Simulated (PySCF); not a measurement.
**triplet GeSiH4O at 6 levels**

Wanted: a comparison of 6 runs (U-revPBE/def2-SVP, UBLYP/def2-SVP, UPBE/def2-SVP, UPBE0/def2-SVP, USVWN5/def2-SVP, UCCSD(T)/def2-SVP) of triplet GeSiH4O. Input form: a Python script.

The results are computed with PySCF 2.14.0.

1 further run of the same task is left out (set aside as unsound or not needed).

## (1) The system as given

GeSiH4O has 7 atoms, charge 0, and is taken as a triplet. As SMILES of the parent species, `[SiH3][O][GeH]`. The coordinates come from a PBE0-D4/def2-TZVP relaxation. This is one conformer, not always the lowest. That shape belongs to the parent species and isn't relaxed for this state.

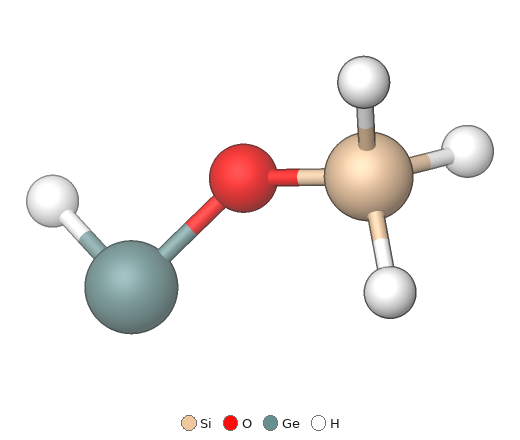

Viewed from a chosen angle; silicon light orange, oxygen red, germanium teal, hydrogen white.

## (2) A single-point energy at U-revPBE/def2-SVP (run 1)

File geometry.xyz:

```xyz
7
GeH4OSi
Si    -0.741700     0.650900    -0.296500
O      0.533500    -0.139300     0.373700
Ge     1.261400    -1.756200     0.134200
H     -1.409200    -0.197600    -1.323800
H     -0.260900     1.901300    -0.937500
H     -1.722500     0.988100     0.766400
H      2.400800    -1.515100     1.238000
```

File job.py:

```python
from pyscf import gto, dft

mol = gto.Mole()
mol.atom = 'geometry.xyz'
mol.max_memory = 1860
mol.verbose = 4
mol.spin = 2
mol.basis = 'def2-svp'
mol.build()

myscf = dft.UKS(mol)
myscf.xc = 'revpbe'
myscf.conv_tol = 1e-10
myscf.grids.level = 5
myscf.kernel()
if not myscf.converged:
    myscf = myscf.newton().run(myscf.mo_coeff, myscf.mo_occ)

e_final = myscf.e_tot
print('E = %.10f Eh' % e_final)
```

The run is started by

```bash
OMP_NUM_THREADS=1 python job.py
```

Log:

```text
PySCF version 2.14.0

[... 64 lines left out ...]
[... the frontier-level lines of each cycle are left out ...]
[... 17 lines left out ...]
[... 17 lines left out ...]
[... 17 lines left out ...]
[... 1 line left out ...]
cycle= 11 E= -2443.41062059823  delta_E= -2.66e-09  |g|= 1.13e-05  |ddm|= 0.000106


cycle= 12 E= -2443.41062059833  delta_E= -9.87e-11  |g|= 2.76e-06  |ddm|= 2.07e-05


Extra cycle  E= -2443.41062059831  delta_E= 1.91e-11  |g|= 5.29e-06  |ddm|= 8.73e-06
converged SCF energy = -2443.41062059831  <S^2> = 2.0026479  2S+1 = 3.0017647
E = -2443.4106205983 Eh
```

Wall time 32 s (1 thread of Arm Neoverse V1, shared host); peak memory 0.45 GiB.

## (3) A single-point energy at UBLYP/def2-SVP (run 2)

File run.py:

```python
from pyscf import gto, dft

mol = gto.Mole()
mol.atom = '''
Si  -0.741700   0.650900  -0.296500
O    0.533500  -0.139300   0.373700
Ge   1.261400  -1.756200   0.134200
H   -1.409200  -0.197600  -1.323800
H   -0.260900   1.901300  -0.937500
H   -1.722500   0.988100   0.766400
H    2.400800  -1.515100   1.238000
'''
mol.max_memory = 1860
mol.verbose = 4
mol.basis = 'def2-svp'
mol.spin = 2
mol.charge = 0
mol.build()

ks = dft.UKS(mol)
ks.xc = 'blyp'
ks.grids.level = 5
ks.conv_tol = 1e-10
ks.kernel()
if not ks.converged:
    ks = ks.newton().run(ks.mo_coeff, ks.mo_occ)

e_final = ks.e_tot
print('Final energy', e_final)
```

The run is started by

```bash
OMP_NUM_THREADS=1 python run.py
```

Log:

```text
PySCF version 2.14.0

[... 70 lines left out ...]
[... the frontier-level lines of each cycle are left out ...]
[... 17 lines left out ...]
[... 17 lines left out ...]
[... 17 lines left out ...]
[... 1 line left out ...]
cycle= 12 E= -2443.69114238144  delta_E= -1.59e-10  |g|= 2.36e-06  |ddm|= 2.23e-05


cycle= 13 E= -2443.69114238144  delta_E= 3.64e-12  |g|= 8.52e-07  |ddm|= 4.71e-06


Extra cycle  E= -2443.69114238144  delta_E= -6.37e-12  |g|= 1.35e-06  |ddm|= 3.09e-06
converged SCF energy = -2443.69114238144  <S^2> = 2.0026451  2S+1 = 3.0017629
Final energy -2443.6911423814427
```

It took 35 s on 1 thread of Arm Neoverse V1, shared host; peak memory 0.45 GiB.

Run 3 isn't shown in full; the table further down has it.

## (4) The energy at UPBE0/def2-SVP (run 4)

File input.py:

```python
from pyscf import gto, dft

mol = gto.M(
    atom='''
Si  -0.741700   0.650900  -0.296500
O    0.533500  -0.139300   0.373700
Ge   1.261400  -1.756200   0.134200
H   -1.409200  -0.197600  -1.323800
H   -0.260900   1.901300  -0.937500
H   -1.722500   0.988100   0.766400
H    2.400800  -1.515100   1.238000
''',
    max_memory=1860,
    spin=2,
    basis='def2-svp',
    verbose=4,
)

myscf = dft.UKS(mol)
myscf.xc = 'pbe0'
myscf.conv_tol = 1e-10
myscf.grids.level = 5
myscf.kernel()
if not myscf.converged:
    myscf = myscf.newton().run(myscf.mo_coeff, myscf.mo_occ)

e_tot = myscf.e_tot
print(f'total energy: {e_tot:.8f} hartree')
```

The run is started by

```bash
OMP_NUM_THREADS=1 python input.py
```

Log:

```text
PySCF version 2.14.0

[... 55 lines left out ...]
WARN: HOMO -0.112157902646736 >= LUMO -0.243045980780038
[... 5 lines left out ...]
WARN: HOMO -0.112096549085841 >= LUMO -0.128121858754058
[... 5 lines left out ...]
WARN: HOMO -0.174977339500868 >= LUMO -0.177868442848449
[... 46 lines left out ...]
converged SCF energy = -2443.18767242116  <S^2> = 2.0048122  2S+1 = 3.0032064
total energy: -2443.18767242 hartree
```

Run time: 35 s. Hardware: 1 thread of Arm Neoverse V1, shared host; peak memory 0.45 GiB.

Run 5 isn't shown in full; the table further down has it.

## (5) A single-point energy at UCCSD(T)/def2-SVP (run 6)

File run.py:

```python
from pyscf import gto, cc

mol = gto.Mole()
mol.atom = '''
Si    -1.401610     1.230023    -0.560304
O      1.008169    -0.263239     0.706191
Ge     2.383701    -3.318737     0.253601
H     -2.663002    -0.373410    -2.501619
H     -0.493030     3.592936    -1.771618
H     -3.255053     1.867238     1.448286
H      4.536854    -2.863124     2.339481
'''
mol.verbose = 3
mol.max_memory = 1860
mol.spin = 2
mol.basis = 'def2-svp'
mol.unit = 'bohr'
mol.build()

mf = mol.UHF()
mf.conv_tol = 1e-10
mf.kernel()
if not mf.converged:
    mf = mf.newton().run(mf.mo_coeff, mf.mo_occ)

mycc = cc.CCSD(mf, frozen=15)
mycc.kernel()
e_t = mycc.ccsd_t()
e_final = mycc.e_tot + e_t
print('Final energy', e_final)
```

The run is started by

```bash
OMP_NUM_THREADS=1 python run.py
```

Log:

```text
WARN: HOMO -0.0418049051641813 >= LUMO -0.219946380714861

converged SCF energy = -2441.04993917724  <S^2> = 2.0130224  2S+1 = 3.0086691
E(UCCSD) = -2441.556761628747  E_corr = -0.5068224515077834
UCCSD(T) correction = -0.0134264813900838
Final energy -2441.5701881101368
```

Wall time 2.5 min (1 thread of Arm Neoverse V1, shared host); peak memory 1 GiB.

## (6) All runs side by side

| run | level | integration grid | frozen core orbitals | energy (Eh) | dipole moment (D) of the reference | HOMO energy (eV) | ⟨S²⟩ | wall time |
| --- | --- | --- | --- | --- | --- | --- | --- | --- |
| 1 | U-revPBE/def2-SVP | 5 | – | -2443.410621 | 0.77 | -3.75 | 2.003 | 32 s |
| 2 | UBLYP/def2-SVP | 5 | – | -2443.691142 | 0.67 | -3.44 | 2.003 | 35 s |
| 3 | UPBE/def2-SVP | 5 | – | -2443.103035 | 0.71 | -3.75 | 2.002 | 33 s |
| 4 | UPBE0/def2-SVP | 5 | – | -2443.187672 | 1.03 | -4.91 | 2.005 | 35 s |
| 5 | USVWN5/def2-SVP | 5 | – | -2438.776882 | 0.59 | -3.74 | 2.002 | 19 s |
| 6 | UCCSD(T)/def2-SVP | – | 15 | -2441.570188 | 1.77 | -7.74 | 2.013 | 2.5 min |

## (7) Outcome

| quantity | value |
| --- | --- |
| run 6: total energy | -2441.57019 Eh |
| run 6: dipole moment (Hartree–Fock density) | 1.77 D |
| run 6: HOMO energy (Hartree–Fock orbitals) (highest over α and β) | -7.74 eV |
| run 6: LUMO energy (Hartree–Fock orbitals) (lowest over α and β) | -0.57 eV |
| run 6: correlation energy (15 core orbitals frozen) | -520.2 mEh |
| run 6: (T) correction | -13.43 mEh |
| run 6: ⟨S²⟩ of the reference determinant | 2.013 |
| run 6: T1 diagnostic | 0.017 |

In words: Over runs 1, 2, 3, 4, 5 the dipole moment (its size) runs from 0.59 D (USVWN5/def2-SVP) to 1.03 D (UPBE0/def2-SVP). Totals of different functionals can't be ranked against each other. All runs together took 5 min, the longest 2.5 min.
